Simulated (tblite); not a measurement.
**Geometry relaxation of C₅H₇NOSi**

C₅H₇NOSi, SMILES N#C[C@@H]1C=C[SiH2]OC1, computed with GFN2-xTB geometry optimisation, gas phase (tblite 0.8.0).

It belongs to a series of runs on one base structure; here: C-C bond made double.

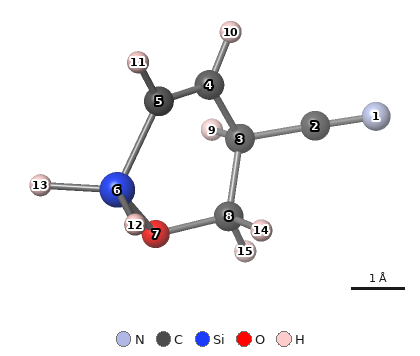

*The input geometry (ball-and-stick view, seen at a tilt; atoms are numbered from 1 in the order of the input).*

Bond lengths as drawn: C–C 1.35 to 1.55 Å, C–H 1.08 to 1.10 Å, C–N 1.18 Å, C–O 1.44 Å, C–Si 1.85 Å, H–Si 1.47 to 1.48 Å and O–Si 1.68 Å.

**The input**
```
{"job": {"kind": "relax", "xc": "GFN2-xTB", "basis": "xTB"}, "charge": 0, "multiplicity": 1}
N      3.490000    -0.357000     0.693000
C      2.422300    -0.292800     0.200900
C      1.097600    -0.238400    -0.402200
C      0.520200     1.185400    -0.296200
C     -0.785900     1.440300    -0.084800
Si    -2.050300     0.093300     0.018200
O     -1.167700    -1.307900    -0.251100
C      0.187600    -1.308500     0.249000
H      1.184000    -0.453300    -1.477000
H      1.213000     2.008800    -0.385000
H     -1.165700     2.453100    -0.021400
H     -2.629500     0.057000     1.383200
H     -3.085500     0.255800    -1.014100
H      0.176700    -1.229400     1.339200
H      0.589000    -2.298300     0.026400
```

The first line tells a small driver script what to run in tblite; the rest is the geometry in Å.

Launch command:
```bash
OMP_NUM_THREADS=1 python <driver script> task.json out
```

**What the program printed**
```
step      E/eV     max force
  0    -624.80310    4.064
  1    -624.49604   13.463
  2    -624.94245    1.326
  3    -624.96622    0.780
  4    -624.99190    0.601
  5    -625.01386    0.547
  6    -625.02304    0.292
  7    -625.03389    0.287
  8    -625.04324    0.479
  9    -625.05134    0.384
 10    -625.05643    0.208
 11    -625.06019    0.172
 12    -625.06317    0.243
 13    -625.06545    0.179
 14    -625.06689    0.082
 15    -625.06789    0.083
 16    -625.06877    0.106
 17    -625.06957    0.089
 18    -625.07016    0.085
 19    -625.07063    0.067
 20    -625.07109    0.071
 21    -625.07164    0.072
 22    -625.07219    0.059
 23    -625.07264    0.051
 24    -625.07300    0.052
 25    -625.07335    0.047
 26    -625.07370    0.049
 27    -625.07399    0.037
 28    -625.07419    0.035
 29    -625.07437    0.041
 30    -625.07458    0.041
 31    -625.07484    0.040
 32    -625.07511    0.041
 33    -625.07536    0.042
 34    -625.07560    0.039
 35    -625.07587    0.040
 36    -625.07619    0.046
 37    -625.07651    0.042
 38    -625.07676    0.040
 39    -625.07695    0.040
 40    -625.07716    0.045
 41    -625.07747    0.058
 42    -625.07785    0.063
 43    -625.07823    0.056
 44    -625.07854    0.053
 45    -625.07883    0.041
 46    -625.07916    0.042
 47    -625.07951    0.044
 48    -625.07977    0.040
 49    -625.07995    0.041
 50    -625.08015    0.042
 51    -625.08044    0.051
 52    -625.08083    0.060
 53    -625.08123    0.062
 54    -625.08157    0.053
 55    -625.08190    0.049
 56    -625.08230    0.060
 57    -625.08270    0.056
 58    -625.08299    0.037
 59    -625.08319    0.051
 60    -625.08337    0.048
 61    -625.08362    0.065
 62    -625.08394    0.055
 63    -625.08435    0.040
 64    -625.08444    0.038
 65    -625.08459    0.029
 66    -625.08465    0.025
 67    -625.08469    0.012
 68    -625.08471    0.010
 69    -625.08472    0.008
```

**Trajectory as extended XYZ (Å, eV, eV/Å), 15 of the 70 frames kept, from step=0 to step=69**
```
15
Properties=species:S:1:pos:R:3:forces:R:3 step=0 energy=-624.80310
N     3.4900   -0.3570    0.6930   -3.6870   0.2740  -1.6870
C     2.4223   -0.2928    0.2009    3.0450  -0.2830   1.3900
C     1.0976   -0.2384   -0.4022   -0.3630   0.6880   0.3230
C     0.5202    1.1854   -0.2962   -1.0890  -0.0780   0.4280
C    -0.7859    1.4403   -0.0848    1.1830   0.0470  -0.2470
Si   -2.0503    0.0933    0.0182   -0.2320  -1.1470   0.1230
O    -1.1677   -1.3079   -0.2511    0.7000   1.0040   0.5220
C     0.1876   -1.3085    0.2490   -0.7730  -0.2550  -0.4780
H     1.1840   -0.4533   -1.4770    0.1020  -0.0910   0.0680
H     1.2130    2.0088   -0.3850    0.2740  -0.1130  -0.0660
H    -1.1657    2.4531   -0.0214    0.4490   0.0320  -0.0420
H    -2.6295    0.0570    1.3832    0.0950  -0.0240  -0.2490
H    -3.0855    0.2558   -1.0141    0.3120  -0.2720   0.1070
H     0.1767   -1.2294    1.3392   -0.0280   0.3360  -0.0050
H     0.5890   -2.2983    0.0264    0.0140  -0.1190  -0.1860
15
Properties=species:S:1:pos:R:3:forces:R:3 step=5 energy=-625.01386
N     3.4329   -0.3502    0.6662    0.3850  -0.0120   0.1690
C     2.3960   -0.2942    0.1966   -0.5230   0.0790  -0.1390
C     1.0749   -0.2174   -0.3875   -0.0980  -0.0580  -0.0310
C     0.5066    1.1855   -0.2701    0.0100  -0.0780   0.0070
C    -0.7832    1.4355   -0.0889    0.0130   0.1820   0.0660
Si   -2.0516    0.0612    0.0298    0.0520   0.2070   0.0400
O    -1.1363   -1.2640   -0.2339   -0.1130  -0.1980  -0.1370
C     0.1776   -1.3096    0.2400    0.0800   0.0190   0.0070
H     1.1915   -0.4522   -1.4561   -0.0420   0.0520  -0.0450
H     1.2303    1.9870   -0.3880    0.0300  -0.1100   0.0420
H    -1.1203    2.4591   -0.0266    0.1510   0.1000  -0.0200
H    -2.6261    0.0509    1.3713   -0.0620  -0.0610   0.1300
H    -3.0563    0.2204   -1.0094    0.0940  -0.2810  -0.0970
H     0.1762   -1.2019    1.3292    0.0660   0.0820   0.0780
H     0.5833   -2.3022    0.0053   -0.0440   0.0770  -0.0700
15
Properties=species:S:1:pos:R:3:forces:R:3 step=10 energy=-625.05643
N     3.4092   -0.3421    0.6577   -0.0570   0.0420   0.0380
C     2.3617   -0.2846    0.2035    0.1330  -0.0790  -0.0390
C     1.0489   -0.2217   -0.3933    0.0510   0.0090  -0.0230
C     0.5023    1.1778   -0.2622   -0.0440   0.0680  -0.0300
C    -0.7779    1.4668   -0.0719    0.0020  -0.0290   0.0020
Si   -2.0409    0.0785    0.0474   -0.0880  -0.0060   0.0060
O    -1.1496   -1.2673   -0.2417    0.0040   0.1420   0.1520
C     0.1634   -1.3083    0.2384    0.0110   0.0080  -0.0430
H     1.1781   -0.4381   -1.4644   -0.0660  -0.0070  -0.0240
H     1.2508    1.9511   -0.3773    0.0650   0.0760   0.0040
H    -1.0644    2.5062   -0.0302   -0.0140   0.0290   0.0610
H    -2.6349    0.0326    1.3914    0.0520   0.0140  -0.0660
H    -3.0134    0.1230   -1.0336    0.0570  -0.1120  -0.0150
H     0.1889   -1.1757    1.3305   -0.0780  -0.1020  -0.1030
H     0.5734   -2.2904   -0.0163   -0.0270  -0.0550   0.0790
15
Properties=species:S:1:pos:R:3:forces:R:3 step=15 energy=-625.06789
N     3.4028   -0.3326    0.6692   -0.0700  -0.0030  -0.0230
C     2.3651   -0.2929    0.1906    0.0570   0.0370   0.0070
C     1.0491   -0.2199   -0.4015    0.0000  -0.0200  -0.0050
C     0.5039    1.1848   -0.2646    0.0420  -0.0160   0.0140
C    -0.7756    1.4776   -0.0681    0.0290  -0.0030  -0.0170
Si   -2.0456    0.0922    0.0505    0.0350  -0.0240  -0.0300
O    -1.1535   -1.2515   -0.2231    0.0130  -0.0110  -0.0420
C     0.1636   -1.3067    0.2330   -0.0410  -0.0190   0.0440
H     1.1596   -0.4354   -1.4742   -0.0270  -0.0070  -0.0260
H     1.2619    1.9542   -0.3723   -0.0280   0.0210   0.0110
H    -1.0530    2.5202   -0.0156   -0.0210  -0.0050   0.0460
H    -2.6320    0.0339    1.3922   -0.0140   0.0670  -0.0010
H    -2.9942    0.0697   -1.0494   -0.0050  -0.0220  -0.0130
H     0.1815   -1.1880    1.3219    0.0490   0.0020   0.0670
H     0.5620   -2.2975   -0.0105   -0.0190   0.0040  -0.0330
15
Properties=species:S:1:pos:R:3:forces:R:3 step=20 energy=-625.07109
N     3.3971   -0.3297    0.6731    0.0580   0.0060   0.0060
C     2.3666   -0.2892    0.1812   -0.0680  -0.0170  -0.0140
C     1.0485   -0.2227   -0.4054   -0.0110   0.0300  -0.0010
C     0.5091    1.1854   -0.2626   -0.0260   0.0020  -0.0040
C    -0.7711    1.4777   -0.0697   -0.0210   0.0010   0.0200
Si   -2.0423    0.0926    0.0443    0.0020   0.0230  -0.0130
O    -1.1505   -1.2501   -0.2232   -0.0050  -0.0360   0.0320
C     0.1628   -1.3085    0.2391    0.0500   0.0140  -0.0280
H     1.1445   -0.4383   -1.4805   -0.0090  -0.0140   0.0230
H     1.2615    1.9613   -0.3663    0.0020  -0.0370   0.0250
H    -1.0534    2.5186    0.0028    0.0140  -0.0230   0.0060
H    -2.6326    0.0566    1.3858   -0.0120   0.0440  -0.0100
H    -2.9887    0.0472   -1.0567   -0.0060   0.0000  -0.0110
H     0.1902   -1.1934    1.3308    0.0050   0.0070  -0.0370
H     0.5537   -2.2996   -0.0146    0.0270   0.0000   0.0060
15
Properties=species:S:1:pos:R:3:forces:R:3 step=25 energy=-625.07335
N     3.3948   -0.3255    0.6679   -0.0290   0.0000  -0.0300
C     2.3632   -0.2890    0.1768    0.0410   0.0050  -0.0090
C     1.0449   -0.2210   -0.4092    0.0010  -0.0380  -0.0070
C     0.5064    1.1846   -0.2607    0.0070  -0.0060   0.0200
C    -0.7727    1.4766   -0.0655    0.0020  -0.0070  -0.0220
Si   -2.0411    0.0913    0.0356   -0.0310  -0.0190   0.0170
O    -1.1505   -1.2574   -0.2109   -0.0140   0.0210   0.0240
C     0.1685   -1.3093    0.2378   -0.0330  -0.0220   0.0200
H     1.1307   -0.4441   -1.4818    0.0320   0.0180  -0.0290
H     1.2631    1.9559   -0.3507    0.0180   0.0180   0.0180
H    -1.0511    2.5160    0.0208   -0.0140   0.0200  -0.0020
H    -2.6386    0.0935    1.3750   -0.0180   0.0000  -0.0130
H    -2.9852    0.0293   -1.0672    0.0110   0.0070  -0.0080
H     0.2027   -1.1937    1.3278    0.0040  -0.0010   0.0200
H     0.5606   -2.2994   -0.0177    0.0250   0.0020   0.0010
15
Properties=species:S:1:pos:R:3:forces:R:3 step=30 energy=-625.07458
N     3.3950   -0.3230    0.6586    0.0160  -0.0020  -0.0180
C     2.3635   -0.2898    0.1677   -0.0040  -0.0040  -0.0010
C     1.0427   -0.2244   -0.4133    0.0050   0.0270   0.0050
C     0.5063    1.1829   -0.2557    0.0070  -0.0040  -0.0100
C    -0.7744    1.4752   -0.0685    0.0100   0.0050   0.0040
Si   -2.0457    0.0906    0.0334    0.0300   0.0140  -0.0120
O    -1.1541   -1.2602   -0.1960    0.0100  -0.0150   0.0110
C     0.1687   -1.3123    0.2411    0.0190   0.0200  -0.0040
H     1.1317   -0.4420   -1.4881   -0.0170   0.0060   0.0170
H     1.2665    1.9542   -0.3344   -0.0210  -0.0150   0.0190
H    -1.0526    2.5148    0.0284    0.0010  -0.0150  -0.0150
H    -2.6506    0.1135    1.3675   -0.0310  -0.0140   0.0120
H    -2.9808    0.0228   -1.0762    0.0020   0.0030  -0.0110
H     0.2108   -1.1951    1.3313    0.0120  -0.0040  -0.0030
H     0.5684   -2.2993   -0.0176   -0.0400  -0.0020   0.0090
15
Properties=species:S:1:pos:R:3:forces:R:3 step=34 energy=-625.07560
N     3.4003   -0.3218    0.6421    0.0140  -0.0100  -0.0160
C     2.3653   -0.2914    0.1585    0.0200   0.0130   0.0070
C     1.0420   -0.2232   -0.4152    0.0040  -0.0250   0.0160
C     0.5064    1.1817   -0.2528    0.0030   0.0000   0.0330
C    -0.7747    1.4731   -0.0709    0.0020   0.0040   0.0080
Si   -2.0463    0.0908    0.0314   -0.0210  -0.0030   0.0020
O    -1.1554   -1.2634   -0.1785    0.0010   0.0230   0.0050
C     0.1716   -1.3106    0.2454   -0.0060  -0.0230   0.0050
H     1.1281   -0.4368   -1.4908   -0.0330  -0.0180   0.0090
H     1.2677    1.9516   -0.3124    0.0050   0.0240  -0.0130
H    -1.0524    2.5114    0.0289   -0.0110   0.0210  -0.0050
H    -2.6713    0.1255    1.3583   -0.0010  -0.0140  -0.0210
H    -2.9719    0.0176   -1.0864    0.0010   0.0030  -0.0130
H     0.2238   -1.1971    1.3358    0.0090   0.0220  -0.0070
H     0.5625   -2.2995   -0.0153    0.0140  -0.0180  -0.0090
15
Properties=species:S:1:pos:R:3:forces:R:3 step=39 energy=-625.07695
N     3.4152   -0.3237    0.6137   -0.0070  -0.0010  -0.0180
C     2.3727   -0.2918    0.1460    0.0030  -0.0210  -0.0190
C     1.0418   -0.2251   -0.4118   -0.0060   0.0170   0.0070
C     0.5075    1.1811   -0.2380   -0.0040  -0.0010  -0.0070
C    -0.7758    1.4729   -0.0698    0.0000   0.0100   0.0110
Si   -2.0511    0.0928    0.0263    0.0190   0.0020  -0.0160
O    -1.1561   -1.2621   -0.1543    0.0090  -0.0110  -0.0100
C     0.1757   -1.3136    0.2535    0.0020   0.0190   0.0130
H     1.1101   -0.4367   -1.4891   -0.0060   0.0010   0.0130
H     1.2685    1.9536   -0.2874   -0.0120  -0.0190  -0.0100
H    -1.0549    2.5117    0.0278    0.0030   0.0060   0.0090
H    -2.7008    0.1361    1.3393   -0.0030  -0.0070   0.0010
H    -2.9596    0.0120   -1.1055    0.0030   0.0030  -0.0140
H     0.2442   -1.1941    1.3418   -0.0190  -0.0270   0.0220
H     0.5583   -2.3052   -0.0143    0.0170   0.0300   0.0160
15
Properties=species:S:1:pos:R:3:forces:R:3 step=44 energy=-625.07854
N     3.4329   -0.3295    0.5687    0.0040  -0.0220  -0.0270
C     2.3812   -0.2995    0.1221   -0.0180   0.0420   0.0270
C     1.0377   -0.2231   -0.4026   -0.0050  -0.0080  -0.0040
C     0.5053    1.1818   -0.2214    0.0060   0.0110  -0.0180
C    -0.7784    1.4770   -0.0624    0.0060  -0.0120  -0.0120
Si   -2.0523    0.0942    0.0150   -0.0050  -0.0090   0.0130
O    -1.1530   -1.2624   -0.1321   -0.0060  -0.0010   0.0050
C     0.1800   -1.3110    0.2716   -0.0040  -0.0140   0.0000
H     1.0830   -0.4368   -1.4804   -0.0110   0.0100  -0.0100
H     1.2677    1.9512   -0.2660    0.0200   0.0250   0.0020
H    -1.0557    2.5169    0.0319    0.0010  -0.0150   0.0230
H    -2.7346    0.1417    1.3121    0.0100  -0.0030  -0.0130
H    -2.9402    0.0079   -1.1347    0.0270   0.0020   0.0000
H     0.2561   -1.2022    1.3611   -0.0340   0.0160  -0.0050
H     0.5658   -2.2981   -0.0049    0.0090  -0.0200   0.0190
15
Properties=species:S:1:pos:R:3:forces:R:3 step=49 energy=-625.07995
N     3.4494   -0.3409    0.5157   -0.0060   0.0050   0.0010
C     2.3840   -0.2966    0.1042    0.0130  -0.0300  -0.0250
C     1.0316   -0.2207   -0.3955    0.0040  -0.0020  -0.0010
C     0.5059    1.1858   -0.2103    0.0020  -0.0060   0.0120
C    -0.7791    1.4779   -0.0587    0.0020   0.0050   0.0110
Si   -2.0517    0.0932    0.0056    0.0120  -0.0090  -0.0050
O    -1.1521   -1.2662   -0.1089   -0.0020  -0.0180  -0.0130
C     0.1830   -1.3112    0.2887   -0.0090   0.0110  -0.0060
H     1.0541   -0.4340   -1.4745    0.0150  -0.0060   0.0050
H     1.2714    1.9542   -0.2429   -0.0120  -0.0020   0.0020
H    -1.0563    2.5162    0.0458   -0.0200   0.0060   0.0130
H    -2.7654    0.1488    1.2835    0.0060  -0.0010   0.0100
H    -2.9110    0.0023   -1.1648    0.0110   0.0020  -0.0120
H     0.2577   -1.2035    1.3784    0.0030   0.0370  -0.0130
H     0.5740   -2.2972    0.0117   -0.0180   0.0070   0.0210
15
Properties=species:S:1:pos:R:3:forces:R:3 step=54 energy=-625.08157
N     3.4659   -0.3537    0.4588   -0.0190  -0.0060  -0.0060
C     2.3899   -0.3064    0.0761    0.0050   0.0090   0.0220
C     1.0262   -0.2191   -0.3902    0.0100  -0.0100  -0.0240
C     0.5062    1.1892   -0.1942   -0.0070  -0.0170  -0.0110
C    -0.7802    1.4788   -0.0474    0.0000  -0.0230   0.0260
Si   -2.0475    0.0875   -0.0054   -0.0290   0.0130  -0.0060
O    -1.1527   -1.2771   -0.0964    0.0170   0.0500  -0.0050
C     0.1816   -1.3064    0.3046    0.0160   0.0100   0.0100
H     1.0318   -0.4341   -1.4683   -0.0150   0.0030  -0.0340
H     1.2710    1.9584   -0.2209   -0.0040  -0.0170   0.0180
H    -1.0665    2.5143    0.0690    0.0150  -0.0250  -0.0020
H    -2.7884    0.1499    1.2574    0.0100  -0.0110  -0.0100
H    -2.8715    0.0010   -1.2011   -0.0130   0.0030  -0.0070
H     0.2540   -1.1792    1.3915   -0.0010   0.0200   0.0170
H     0.5759   -2.2951    0.0444    0.0140   0.0040   0.0120
15
Properties=species:S:1:pos:R:3:forces:R:3 step=59 energy=-625.08319
N     3.4827   -0.3694    0.3885    0.0370  -0.0070   0.0330
C     2.3952   -0.3143    0.0422   -0.0280   0.0160  -0.0400
C     1.0221   -0.2197   -0.3917   -0.0050  -0.0040   0.0030
C     0.5049    1.1861   -0.1763    0.0060  -0.0020  -0.0020
C    -0.7818    1.4723   -0.0287    0.0040   0.0090  -0.0310
Si   -2.0508    0.0847   -0.0227    0.0070  -0.0070  -0.0020
O    -1.1478   -1.2758   -0.0758    0.0010  -0.0210  -0.0010
C     0.1860   -1.2970    0.3272   -0.0070   0.0030  -0.0040
H     0.9981   -0.4333   -1.4707   -0.0110  -0.0100   0.0080
H     1.2697    1.9546   -0.1806    0.0110   0.0030   0.0090
H    -1.0709    2.5048    0.0976    0.0200   0.0150   0.0220
H    -2.8216    0.1547    1.2200   -0.0200  -0.0200  -0.0050
H    -2.8297   -0.0038   -1.2487   -0.0270   0.0040   0.0070
H     0.2572   -1.1458    1.4120    0.0080   0.0090  -0.0180
H     0.5824   -2.2900    0.0859    0.0030   0.0130   0.0190
15
Properties=species:S:1:pos:R:3:forces:R:3 step=64 energy=-625.08444
N     3.4856   -0.3786    0.3718   -0.0310   0.0120  -0.0150
C     2.3990   -0.3148    0.0221    0.0120  -0.0280   0.0230
C     1.0213   -0.2203   -0.3977    0.0020   0.0110  -0.0110
C     0.5063    1.1841   -0.1733    0.0040   0.0150  -0.0060
C    -0.7809    1.4702   -0.0273    0.0030   0.0070   0.0090
Si   -2.0513    0.0818   -0.0320    0.0110   0.0030  -0.0070
O    -1.1450   -1.2779   -0.0763    0.0050  -0.0060   0.0020
C     0.1866   -1.2892    0.3341    0.0110  -0.0020   0.0060
H     0.9815   -0.4386   -1.4745   -0.0020  -0.0060  -0.0120
H     1.2719    1.9518   -0.1630    0.0080   0.0050   0.0060
H    -1.0641    2.5018    0.1208   -0.0010   0.0030  -0.0040
H    -2.8333    0.1417    1.2047   -0.0090  -0.0080  -0.0120
H    -2.8251   -0.0021   -1.2626   -0.0090  -0.0010   0.0150
H     0.2550   -1.1174    1.4152   -0.0090   0.0100   0.0170
H     0.5879   -2.2845    0.1160    0.0050  -0.0130  -0.0110
15
Properties=species:S:1:pos:R:3:forces:R:3 step=69 energy=-625.08472
N     3.4866   -0.3799    0.3615   -0.0010   0.0000   0.0000
C     2.3985   -0.3186    0.0170   -0.0010   0.0050  -0.0030
C     1.0202   -0.2199   -0.3990    0.0000  -0.0040   0.0010
C     0.5078    1.1854   -0.1717    0.0020  -0.0010   0.0020
C    -0.7795    1.4712   -0.0251    0.0020  -0.0020   0.0020
Si   -2.0492    0.0815   -0.0352   -0.0030  -0.0030   0.0050
O    -1.1436   -1.2792   -0.0732   -0.0020   0.0050   0.0010
C     0.1879   -1.2876    0.3381   -0.0020   0.0010  -0.0010
H     0.9750   -0.4403   -1.4755    0.0000   0.0010   0.0030
H     1.2744    1.9523   -0.1557    0.0040  -0.0010  -0.0010
H    -1.0630    2.5025    0.1252   -0.0020  -0.0030  -0.0010
H    -2.8413    0.1367    1.1954    0.0020   0.0010  -0.0080
H    -2.8231   -0.0024   -1.2655    0.0000  -0.0010   0.0020
H     0.2542   -1.1101    1.4190    0.0010  -0.0020  -0.0050
H     0.5906   -2.2836    0.1227   -0.0010   0.0050   0.0030
```

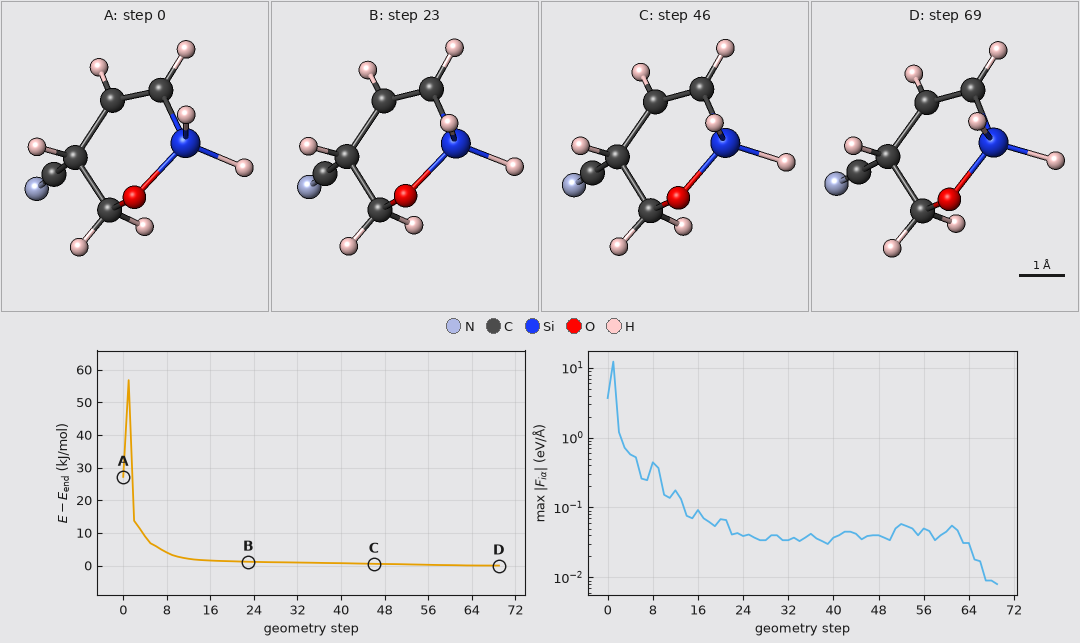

*Frames of the relaxation (ball-and-stick view, seen at an oblique angle) above the curves, on which the letters mark them (steps are counted from 0).*

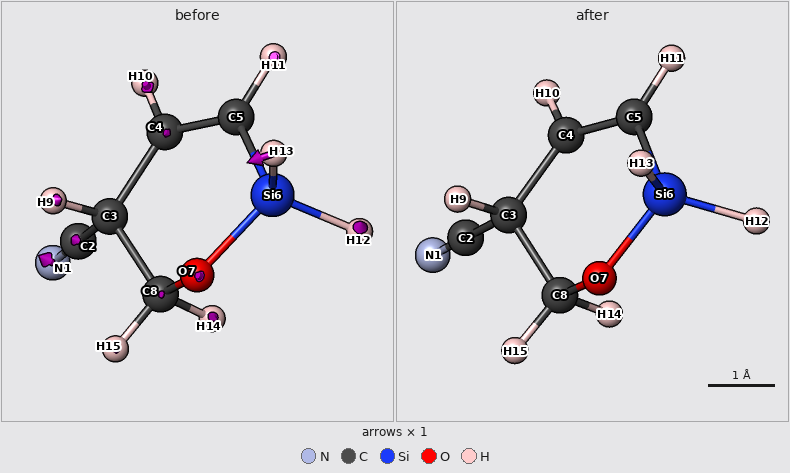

*Before (left) and after (right) the relaxation, at one scale (ball-and-stick view, seen at an oblique angle). The pink arrows give the displacements, at true length.*

The atom that moves furthest after the best rigid fit is H13 (0.45 Å). By element the largest moves are H 0.45 Å, N 0.33 Å, C 0.18 Å, O 0.18 Å, Si 0.06 Å. Among the contacts that change: O7–C8 1.445 → 1.394 Å, Si6–O7 1.678 → 1.635 Å, N1–C2 1.177 → 1.143 Å, C5–Si6 1.850 → 1.882 Å. Among the angles that change: O7–Si6–H13 110.5° → 103.1°, Si6–C5–H11 116.0° → 121.9°, Si6–O7–C8 116.0° → 121.8°. After 69 geometry steps the energy has fallen by 27.2 kJ/mol. The largest force component goes from 3.7 to 0.008 eV/Å. (Atoms are counted from 1 in the order of the input.)

**Summary**

```csv
quantity,value
outcome,converged
total energy,−625.0847 eV
hardware,"1 CPU thread, shared host"
wall time,1.3 s
peak memory,0.18 GiB
```
